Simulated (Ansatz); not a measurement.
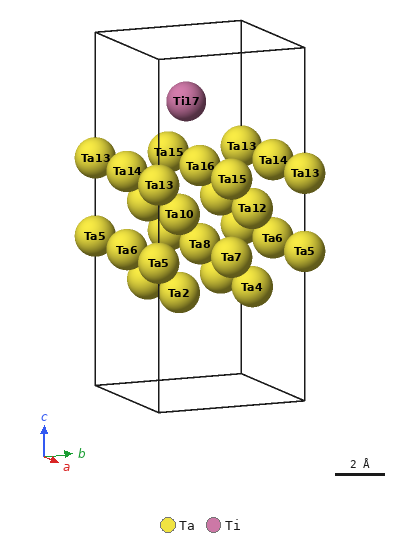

**Figure 1.** The starting structure (spheres-only view of the cell of the calculation, with the vacuum cut short, seen slightly off an axis; atoms are numbered from 1 in the order of the input). An atom can appear more than once, as a periodic image.

Geometry relaxation of Ta$_{16}$Ti (part 1 of 2)

Ta$_{16}$Ti (slab, 17 atoms in the cell), computed with DFT PBE-D3(BJ), scalar-relativistic, plane waves, PAW, PAW set soft_1, no spin polarisation (Ansatz 0.2.0).

The input holds or restrains some coordinates. Forces given for the steps count only the free coordinates. It belongs to a series of runs on one base structure; here: end point B relaxed. Figures and captions count atoms from 1; the log counts them from 0 in places.

### Log
```
Engine: ansatz 0.2.0, aarch64-unknown-linux-gnu
Pseudopotentials: kind: paw
Pseudopotential: Ta, paw, valence charge 13, recommended cutoff 420 eV (normal), [file]
Pseudopotential: Ti, paw, valence charge 12, recommended cutoff 420 eV (normal), [file]
Functional definition: PBE
  parameter kappa = 0.804
  parameter beta = 0.06672455060314922
  exchange = pbe_x(kappa = kappa, mu = beta*pi^2/3)
  correlation = pbe_c(beta = beta)
Crystal: 17 atoms, lattice volume = 787.305 Å³
Basis set: ecut = 420 eV, 15325 PW (Γ), exchange–correlation on 90×90×250 points (8 copies of the dense FFT grid, shifted against one another)
Bands: 132, of which v1, the nominal top of the filled ones, is band 110 counted from 1 (109 counted from 0)
Symmetry: 2 space group operations
Space group: Cm (ITA 8), of the structure as read, at distance tolerance 9.2e-5 Å
k-points: 4 of 9 (time reversal used)
Non-local potential: Ta, projectors of the file, l = 0: 3, l = 1: 2, l = 2: 2, l = 3: 1
Non-local potential: Ti, projectors of the file, l = 0: 3, l = 1: 2, l = 2: 3, l = 3: 1
PAW form: soft (Blöchl's): semilocal exchange-correlation on the pseudo side does not see the compensation charge
PAW one-centre angular grid: Ta, 590 points (default); XC on 64 Gauss nodes
PAW one-centre angular grid: Ti, 590 points (default); XC on 64 Gauss nodes
Initial density: superposition of atomic densities (neutral atoms: chi_scale 0, normalization atom)
Initial wavefunctions: pseudopotential atomic-orbital guess
Functional: x = pbe(κ = 0.804, μ = 0.2195149727645171), c = pbe(β = 0.06672455060314922)
SCF iter   1: F=—  HF=-161441.886673 eV  |F-HF|=—  |Δ(HF+E_count)|=         —  Δρ=6.18e-2  dr2=3.32e2  ethr=3.10e-3  ⟨swp⟩=10.0  Hψ=2569  notcnv=0
preconditioner: auto → LDOS  [insulator: Δε(μ)=0.058 eV  Ē_g=4.133 eV  σ=0.050 eV  W_gap=0.52  n_scr=152 (ndim 8)  ℏωp=12.1 eV  f_vac=0.443  D(μ)=17.99/eV (n_scr^D=110)  ε∞_Penn≈9.6  β→1.0]
SCF iter   2: F=—  HF=-161603.492456 eV  |F-HF|=—  |Δ(HF+E_count)|=    1.62e2  Δρ=2.38e-1  dr2=2.98e3  ethr=3.10e-3  ⟨swp⟩=18.0  Hψ=5051  notcnv=0  defer=53  recentre
SCF iter   3: F=—  HF=-161432.203384 eV  |F-HF|=—  |Δ(HF+E_count)|=    1.71e2  Δρ=5.42e-2  dr2=2.02e2  ethr=3.10e-3  ⟨swp⟩=20.2  Hψ=3935  notcnv=0  defer=53
SCF iter   4: F=—  HF=-161420.430127 eV  |F-HF|=—  |Δ(HF+E_count)|=    1.18e1  Δρ=3.92e-2  dr2=4.87e1  ethr=3.10e-3  ⟨swp⟩=12.2  Hψ=2028  notcnv=0  defer=38
SCF iter   5: F=—  HF=-161420.880042 eV  |F-HF|=—  |Δ(HF+E_count)|=   4.50e-1  Δρ=4.05e-2  dr2=4.92e1  ethr=3.10e-3  ⟨swp⟩=11.5  Hψ=1925  notcnv=0  defer=50
SCF iter   6: F=—  HF=-161419.097794 eV  |F-HF|=—  |Δ(HF+E_count)|=    1.78e0  Δρ=2.08e-2  dr2=1.00e1  ethr=3.10e-3  ⟨swp⟩=9.0  Hψ=1273  notcnv=0  defer=37
SCF iter   7: F=—  HF=-161422.938578 eV  |F-HF|=—  |Δ(HF+E_count)|=    3.84e0  Δρ=1.10e-1  dr2=3.62e2  ethr=3.10e-3  ⟨swp⟩=6.2  Hψ=1186  notcnv=0  defer=33  recentre
SCF iter   8: F=—  HF=-161419.000407 eV  |F-HF|=—  |Δ(HF+E_count)|=    3.94e0  Δρ=1.14e-2  dr2=4.62e0  ethr=3.10e-3  ⟨swp⟩=6.0  Hψ=784  notcnv=0  defer=42
SCF iter   9: F=—  HF=-161419.017817 eV  |F-HF|=—  |Δ(HF+E_count)|=   1.74e-2  Δρ=1.09e-2  dr2=3.33e0  ethr=2.10e-3  ⟨swp⟩=2.2  Hψ=593  notcnv=0  defer=35
SCF iter  10: F=—  HF=-161419.022316 eV  |F-HF|=—  |Δ(HF+E_count)|=   4.50e-3  Δρ=9.75e-3  dr2=2.72e0  ethr=1.51e-3  ⟨swp⟩=2.0  Hψ=527  notcnv=0  defer=35
SCF iter  11: F=—  HF=-161419.214426 eV  |F-HF|=—  |Δ(HF+E_count)|=   1.92e-1  Δρ=2.19e-2  dr2=1.60e1  ethr=1.24e-3  ⟨swp⟩=5.5  Hψ=714  notcnv=0  defer=42  recentre
SCF iter  12: F=—  HF=-161418.998637 eV  |F-HF|=—  |Δ(HF+E_count)|=   2.16e-1  Δρ=1.28e-3  dr2=2.11e-2  ethr=1.24e-3  ⟨swp⟩=6.2  Hψ=748  notcnv=0  defer=32
SCF iter  13: F=—  HF=-161419.003137 eV  |F-HF|=—  |Δ(HF+E_count)|=   4.50e-3  Δρ=3.30e-3  dr2=1.60e-1  ethr=9.61e-6  ⟨swp⟩=5.8  Hψ=1208  notcnv=0  defer=33
SCF iter  14: F=—  HF=-161418.997979 eV  |F-HF|=—  |Δ(HF+E_count)|=   5.16e-3  Δρ=1.46e-3  dr2=7.35e-2  ethr=9.61e-6  ⟨swp⟩=3.8  Hψ=947  notcnv=0  defer=33
SCF iter  15: F=—  HF=-161418.997054 eV  |F-HF|=—  |Δ(HF+E_count)|=   9.25e-4  Δρ=1.05e-3  dr2=3.35e-2  ethr=9.61e-6  ⟨swp⟩=1.2  Hψ=502  notcnv=0  defer=33
SCF iter  16: F=—  HF=-161418.996926 eV  |F-HF|=—  |Δ(HF+E_count)|=   1.28e-4  Δρ=7.05e-4  dr2=1.41e-2  ethr=9.61e-6  ⟨swp⟩=1.0  Hψ=492  notcnv=0  defer=33
SCF iter  17: F=—  HF=-161418.996877 eV  |F-HF|=—  |Δ(HF+E_count)|=   4.86e-5  Δρ=3.86e-4  dr2=1.46e-3  ethr=6.39e-6  ⟨swp⟩=1.2  Hψ=493  notcnv=0  defer=33
SCF iter  18: F=—  HF=-161418.996848 eV  |F-HF|=—  |Δ(HF+E_count)|=   2.96e-5  Δρ=1.46e-4  dr2=2.91e-4  ethr=6.63e-7  ⟨swp⟩=3.5  Hψ=607  notcnv=0  defer=33
SCF iter  19: F=—  HF=-161418.996864 eV  |F-HF|=—  |Δ(HF+E_count)|=   1.65e-5  Δρ=1.02e-4  dr2=3.99e-4  ethr=1.32e-7  ⟨swp⟩=3.2  Hψ=653  notcnv=0  defer=33
SCF iter  20: F=-161418.996845 eV  HF=-161418.996862 eV  |F-HF|=1.65e-5  |Δ(HF+E_count)|=   2.41e-6  Δρ=2.94e-5  dr2=1.94e-5  ethr=1.02e-8  ⟨swp⟩=8.0  Hψ=1844  notcnv=0
WARN: dispersion: an atom stands within reach of a switch of its C6 between two reference coordination numbers of its element: through that C6 alone, e_disp changes by 0.025 eV or more while the distances to its neighbours run over a stretch of 0.05 Å that contains this geometry (sites counted from 0 in the run's list of atoms or, in a supercell that it derives, in that cell's: here a list of 17) — site 16 (Ti): coordination number 0.789 (about 0.69 to 0.89 with every neighbour 0.05 Å farther or nearer), switch near 0.915 between the references 0.000 (weight 0.86) and 1.830 (weight 0.14), e_disp changing by some 0.09 eV. This is how the published method behaves, and the energy and the forces stay consistent. Where you compare this geometry's total energy with another's, compare their components.e_disp too, and, where the geometries are yours to choose, keep both on one side of the switch, which a site's coordination number tells: a relaxation that ends in reach of it can search the other side under relax.adjacent_minimum: search, except where no move that the cell, the constraints and the symmetry allow carries the atom there
SCF 1 converged in 20 iterations: F = -161418.996845 eV  dr2 = 1.94e-5
  greatest PAW one-centre occupation: 0.999 electrons in one spin orbital (limit 2), on the Ta atom at site 9 (counted from 0), in its partial waves of l = 0
relax step   1: F+E_penalty+E_count = -161418.99684548 eV  Δ(F+E_penalty+E_count) = +0.000e0 eV  max|allowed force component| = 1.735e0 eV/Å  Δτ_max = 0.0000 Å  (20 SCF iters, dr2 threshold 2.25e-5 eV, accepted)
Initial density: handed on by an earlier stage of this run
Initial wavefunctions: those handed on with the density
SCF iter   1: F=—  HF=-161419.443758 eV  |F-HF|=—  |Δ(HF+E_count)|=         —  Δρ=1.84e-2  dr2=1.18e1  ethr=3.10e-3  ⟨swp⟩=8.0  Hψ=1284  notcnv=0  defer=33
preconditioner: auto → LDOS  [metal: Δε(μ)=0.013 eV  Ē_g=3.033 eV  σ=0.050 eV  W_gap=0.15  n_scr=152 (ndim 8)  ℏωp=12.1 eV  f_vac=0.452  D(μ)=35.21/eV (n_scr^D=296)  β→1.0]
SCF iter   2: F=—  HF=-161419.360260 eV  |F-HF|=—  |Δ(HF+E_count)|=   8.35e-2  Δρ=1.01e-2  dr2=1.16e0  ethr=3.10e-3  ⟨swp⟩=2.8  Hψ=652  notcnv=0  defer=31
SCF iter   3: F=—  HF=-161419.354035 eV  |F-HF|=—  |Δ(HF+E_count)|=   6.23e-3  Δρ=8.51e-3  dr2=2.01e0  ethr=5.28e-4  ⟨swp⟩=6.8  Hψ=1168  notcnv=0  defer=35
SCF iter   4: F=—  HF=-161419.330179 eV  |F-HF|=—  |Δ(HF+E_count)|=   2.39e-2  Δρ=1.36e-3  dr2=1.93e-2  ethr=5.28e-4  ⟨swp⟩=2.0  Hψ=589  notcnv=0  defer=31
SCF iter   5: F=—  HF=-161419.334189 eV  |F-HF|=—  |Δ(HF+E_count)|=   4.01e-3  Δρ=9.39e-4  dr2=9.60e-3  ethr=8.77e-6  ⟨swp⟩=3.0  Hψ=647  notcnv=0  defer=31
SCF iter   6: F=—  HF=-161419.335821 eV  |F-HF|=—  |Δ(HF+E_count)|=   1.63e-3  Δρ=8.00e-4  dr2=3.72e-3  ethr=4.36e-6  ⟨swp⟩=2.0  Hψ=912  notcnv=0  defer=31
SCF iter   7: F=—  HF=-161419.335546 eV  |F-HF|=—  |Δ(HF+E_count)|=   2.75e-4  Δρ=2.49e-4  dr2=6.11e-4  ethr=1.69e-6  ⟨swp⟩=2.0  Hψ=531  notcnv=0  defer=31
SCF iter   8: F=—  HF=-161419.335557 eV  |F-HF|=—  |Δ(HF+E_count)|=   1.06e-5  Δρ=1.98e-4  dr2=6.60e-4  ethr=2.78e-7  ⟨swp⟩=2.5  Hψ=556  notcnv=0  defer=31
[...]
WARN: dispersion: an atom stands within reach of a switch of its C6 between two reference coordination numbers of its element: through that C6 alone, e_disp changes by 0.025 eV or more while the distances to its neighbours run over a stretch of 0.05 Å that contains this geometry (sites counted from 0 in the run's list of atoms or, in a supercell that it derives, in that cell's: here a list of 17) — site 16 (Ti): coordination number 1.014 (about 0.89 to 1.14 with every neighbour 0.05 Å farther or nearer), switch near 0.915 between the references 1.830 (weight 0.81) and 0.000 (weight 0.19), e_disp changing by some 0.13 eV. This is how the published method behaves, and the energy and the forces stay consistent. Where you compare this geometry's total energy with another's, compare their components.e_disp too, and, where the geometries are yours to choose, keep both on one side of the switch, which a site's coordination number tells: a relaxation that ends in reach of it can search the other side under relax.adjacent_minimum: search, except where no move that the cell, the constraints and the symmetry allow carries the atom there
  greatest PAW one-centre occupation: 0.999 electrons in one spin orbital (limit 2), on the Ta atom at site 4 (counted from 0), in its partial waves of l = 0
relax step   2: F+E_penalty+E_count = -161419.33552351 eV  Δ(F+E_penalty+E_count) = -3.387e-1 eV  max|allowed force component| = 1.293e0 eV/Å  Δτ_max = 0.1949 Å  (9 SCF iters, dr2 threshold 1.00e-4 eV, accepted)
preconditioner: auto → LDOS  [metal: Δε(μ)=0.060 eV  Ē_g=3.016 eV  σ=0.050 eV  W_gap=0.46  n_scr=152 (ndim 8)  ℏωp=12.1 eV  f_vac=0.458  D(μ)=26.31/eV (n_scr^D=202)  β→1.0]
relax step   3: F+E_penalty+E_count = -161419.80330973 eV  Δ(F+E_penalty+E_count) = -4.678e-1 eV  max|allowed force component| = 2.841e0 eV/Å  Δτ_max = 0.1949 Å  (9 SCF iters, dr2 threshold 1.00e-4 eV, accepted)
preconditioner: auto → LDOS  [metal: Δε(μ)=0.027 eV  Ē_g=2.981 eV  σ=0.050 eV  W_gap=0.29  n_scr=152 (ndim 8)  ℏωp=12.1 eV  f_vac=0.462  D(μ)=21.21/eV (n_scr^D=152)  β→1.0]
relax step   4: F+E_penalty+E_count = -161420.42318454 eV  Δ(F+E_penalty+E_count) = -6.199e-1 eV  max|allowed force component| = 3.029e0 eV/Å  Δτ_max = 0.1949 Å  (7 SCF iters, dr2 threshold 1.00e-4 eV, accepted)
preconditioner: auto → LDOS  [metal: Δε(μ)=0.023 eV  Ē_g=2.994 eV  σ=0.050 eV  W_gap=0.26  n_scr=152 (ndim 8)  ℏωp=12.1 eV  f_vac=0.466  D(μ)=24.79/eV (n_scr^D=200)  β→1.0]
relax step   5: F+E_penalty+E_count = -161421.07521764 eV  Δ(F+E_penalty+E_count) = -6.520e-1 eV  max|allowed force component| = 2.953e0 eV/Å  Δτ_max = 0.1939 Å  (7 SCF iters, dr2 threshold 1.00e-4 eV, accepted)
preconditioner: auto → LDOS  [metal: Δε(μ)=0.011 eV  Ē_g=3.029 eV  σ=0.050 eV  W_gap=0.12  n_scr=152 (ndim 8)  ℏωp=12.1 eV  f_vac=0.471  D(μ)=32.93/eV (n_scr^D=270)  β→1.0]
relax step   6: F+E_penalty+E_count = -161421.67925022 eV  Δ(F+E_penalty+E_count) = -6.040e-1 eV  max|allowed force component| = 2.766e0 eV/Å  Δτ_max = 0.1936 Å  (7 SCF iters, dr2 threshold 1.00e-4 eV, accepted)
eigensolver tolerance schedule calibrated: the retry pair's looser diagonalisation under-reported the residual by θ = 0.16 (0.29/decade); ethr = c·dr2/N_el runs at the constant in force after the calibration composes with the one it found (an armed cap, an earlier calibration), c = 1.2e-2
preconditioner: auto → LDOS  [metal: Δε(μ)=0.003 eV  Ē_g=3.067 eV  σ=0.050 eV  W_gap=0.03  n_scr=152 (ndim 8)  ℏωp=12.1 eV  f_vac=0.476  D(μ)=29.22/eV (n_scr^D=234)  β→1.0]
relax step   7: F+E_penalty+E_count = -161422.21236987 eV  Δ(F+E_penalty+E_count) = -5.331e-1 eV  max|allowed force component| = 2.232e0 eV/Å  Δτ_max = 0.1949 Å  (6 SCF iters, dr2 threshold 1.00e-4 eV, accepted)
preconditioner: auto → LDOS  [metal: Δε(μ)=0.021 eV  Ē_g=3.119 eV  σ=0.050 eV  W_gap=0.24  n_scr=152 (ndim 8)  ℏωp=12.1 eV  f_vac=0.481  D(μ)=20.86/eV (n_scr^D=144)  β→1.0]
relax step   8: F+E_penalty+E_count = -161422.68720451 eV  Δ(F+E_penalty+E_count) = -4.748e-1 eV  max|allowed force component| = 2.030e0 eV/Å  Δτ_max = 0.2000 Å  (6 SCF iters, dr2 threshold 1.00e-4 eV, accepted)
preconditioner: auto → LDOS  [metal: Δε(μ)=0.037 eV  Ē_g=3.147 eV  σ=0.050 eV  W_gap=0.40  n_scr=152 (ndim 8)  ℏωp=12.1 eV  f_vac=0.485  D(μ)=19.83/eV (n_scr^D=120)  β→1.0]
relax step   9: F+E_penalty+E_count = -161423.14064434 eV  Δ(F+E_penalty+E_count) = -4.534e-1 eV  max|allowed force component| = 1.457e0 eV/Å  Δτ_max = 0.1960 Å  (6 SCF iters, dr2 threshold 1.00e-4 eV, accepted)
preconditioner: auto → LDOS  [metal: Δε(μ)=0.050 eV  Ē_g=3.198 eV  σ=0.050 eV  W_gap=0.45  n_scr=152 (ndim 8)  ℏωp=12.1 eV  f_vac=0.489  D(μ)=15.02/eV (n_scr^D=74)  β→1.0]
relax step  10: F+E_penalty+E_count = -161423.45885177 eV  Δ(F+E_penalty+E_count) = -3.182e-1 eV  max|allowed force component| = 6.878e-1 eV/Å  Δτ_max = 0.1982 Å  (7 SCF iters, dr2 threshold 1.00e-4 eV, accepted)
preconditioner: auto → LDOS  [metal: Δε(μ)=0.042 eV  Ē_g=3.338 eV  σ=0.050 eV  W_gap=0.40  n_scr=152 (ndim 8)  ℏωp=12.1 eV  f_vac=0.500  D(μ)=17.03/eV (n_scr^D=94)  β→1.0]
relax step  11: F+E_penalty+E_count = -161423.62433734 eV  Δ(F+E_penalty+E_count) = -1.655e-1 eV  max|allowed force component| = 5.102e-1 eV/Å  Δτ_max = 0.2000 Å  (8 SCF iters, dr2 threshold 1.00e-4 eV, accepted)
eigensolver tolerance schedule calibrated: the retry pair's looser diagonalisation under-reported the residual by θ = 0.14 (0.21/decade); ethr = c·dr2/N_el runs at the constant in force after the calibration composes with the one it found (an armed cap, an earlier calibration), c = 2.3e-2
preconditioner: auto → LDOS  [insulator: Δε(μ)=0.090 eV  Ē_g=3.266 eV  σ=0.050 eV  W_gap=0.76  n_scr=152 (ndim 8)  ℏωp=12.1 eV  f_vac=0.500  D(μ)=7.40/eV (n_scr^D=26)  ε∞_Penn≈14.8  β→1.0]
relax step  12: F+E_penalty+E_count = -161423.67817492 eV  Δ(F+E_penalty+E_count) = -5.384e-2 eV  max|allowed force component| = 5.127e-1 eV/Å  Δτ_max = 0.1788 Å  (6 SCF iters, dr2 threshold 5.80e-5 eV, accepted)
preconditioner: auto → LDOS  [insulator: Δε(μ)=0.069 eV  Ē_g=3.251 eV  σ=0.050 eV  W_gap=0.61  n_scr=152 (ndim 8)  ℏωp=12.1 eV  f_vac=0.499  D(μ)=7.84/eV (n_scr^D=30)  ε∞_Penn≈14.9  β→1.0]
relax step  13: F+E_penalty+E_count = -161423.69607181 eV  Δ(F+E_penalty+E_count) = -1.790e-2 eV  max|allowed force component| = 9.844e-2 eV/Å  Δτ_max = 0.0312 Å  (5 SCF iters, dr2 threshold 1.00e-4 eV, accepted)
preconditioner: auto → LDOS  [insulator: Δε(μ)=0.060 eV  Ē_g=3.254 eV  σ=0.050 eV  W_gap=0.52  n_scr=152 (ndim 8)  ℏωp=12.1 eV  f_vac=0.499  D(μ)=8.63/eV (n_scr^D=40)  ε∞_Penn≈14.9  β→1.0]
relax step  14: F+E_penalty+E_count = -161423.69744335 eV  Δ(F+E_penalty+E_count) = -1.372e-3 eV  max|allowed force component| = 2.131e-2 eV/Å  Δτ_max = 0.0137 Å  (9 SCF iters, accepted)
```

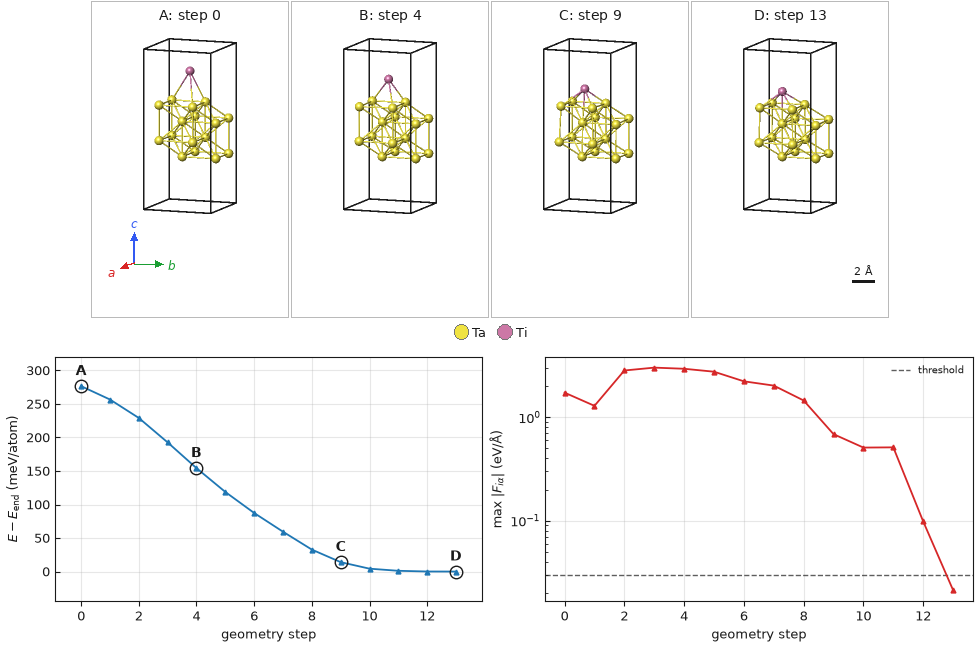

**Figure 2.** Frames of the restrained relaxation (ball-and-stick view of the cell of the calculation, with the vacuum cut short (origin shifted), seen slightly off an axis) above the curves, on which the letters mark them (the first geometry is step 0 here and step 1 in the log).

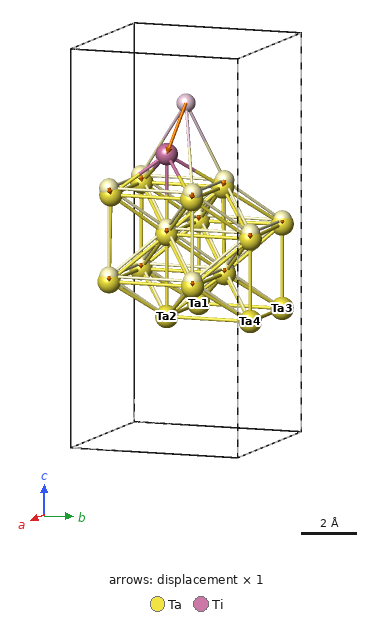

**Figure 3.** Start (faint) and end (solid) with the displacements as orange arrows, at true length (ball-and-stick view of the cell of the calculation, with the vacuum cut short (origin shifted), seen slightly off an axis). Over 13 geometry steps the energy falls by 277 meV per atom. The largest force component goes from 1.7 to 0.021 eV/Å. The largest move is that of Ti17, 2.03 Å. Largest moves by element: Ti 2.03 Å, Ta 0.27 Å. The lattice vectors keep their values. Distances before and after: Ta10–Ti17 4.710 → 3.004 Å, Ta13–Ti17 4.322 → 2.653 Å, Ta14–Ti17 3.876 → 2.653 Å, Ta16–Ti17 3.373 → 2.653 Å. New bonds form: Ta10–Ti17 (4.71 → 3.00 Å), Ta13–Ti17 (4.32 → 2.65 Å). Among the angles that change: Ta14–Ti17–Ta15 74.3° → 117.5°, Ta14–Ti17–Ta16 53.8° → 74.4°. (Atoms are counted from 1 in the order of the input.)

```
NSCF: frozen V_eff on 4 k-points
the band table was solved once a step of the walk had ended and its energy, with any forces and stress, was formed, with the checks that follow a solve (2833 applications of the Hamiltonian). They found nothing against the state; the energy, forces and stress were not computed again (output.eigenvalues in the input reference)
Free energy (F): -161423.697443 eV
Harris-Foulkes:  -161423.697443 eV  (|F-HF|=8.41e-9)
Internal energy: -161423.686529 eV  (E = F + TS)
E sigma→0 (E₀):  -161423.691986 eV
Entropy (-TS):   -0.010914 eV (-0.642 meV/atom)
Fermi energy:    5.064619 eV
--- Per-component energies (eV) ---
[...]
  E_band       = -4797.594386
  E_kinetic    = 6560.514831
  E_local      = -126930.445662  (includes V_loc(G=0)·N_el)
  E_nonlocal   = -112.803245
  E_hartree    = 60684.998178
  E_xc         = -5239.475359
  E_vxc        = -3861.019675  (∫ρ·V_xc dr)
  E_paw        = -133916.622518  (= ΣΔE_a)
  E_vpaw       = -1823.851199  (= ΣTr[D̂ρ^β])
  E_aug_tail   = 0.001412  (compensation charges beyond the density's cutoff)
  E_ewald      = 37537.199320
  E_disp       = -7.053485  (pairwise vdW)
  E_smearing   = -0.010914  (= −TS)
  E_closure    = -0.000000  (closes the sum)
  Σ components = -161423.697443   (vs F -161423.697443, Δ=0.00e0)
--- Forces (eV/Å), atoms counted from 1 ---
  atom   1  Ta    -0.00012441     0.00006880    -0.12067186
  atom   2  Ta    -0.00039021     0.00039021     0.16949281
  atom   3  Ta    -0.00025210     0.00025210     0.08541460
  atom   4  Ta    -0.00006880     0.00012441    -0.12067186
  atom   5  Ta    -0.00025914     0.00025914    -0.00008834
  atom   6  Ta     0.00165149     0.00218181    -0.00022360
  atom   7  Ta    -0.00218181    -0.00165149    -0.00022360
  atom   8  Ta     0.00439398    -0.00439398     0.00000181
  atom   9  Ta    -0.00020308     0.00138412    -0.01551658
  atom  10  Ta     0.00221220    -0.00221220     0.01905343
  atom  11  Ta    -0.00185666     0.00185666     0.00974217
  atom  12  Ta    -0.00138412     0.00020308    -0.01551658
  atom  13  Ta    -0.00007951     0.00007951     0.00289904
  atom  14  Ta    -0.00079145     0.00294996     0.00239045
  atom  15  Ta    -0.00294996     0.00079145     0.00239045
  atom  16  Ta     0.00203789    -0.00203789     0.00297210
  atom  17  Ti     0.00024746    -0.00024746    -0.02131308
  max |Σ_I F_I| component: 1.31e-4 eV/Å
--- Band table (eV) ---
```
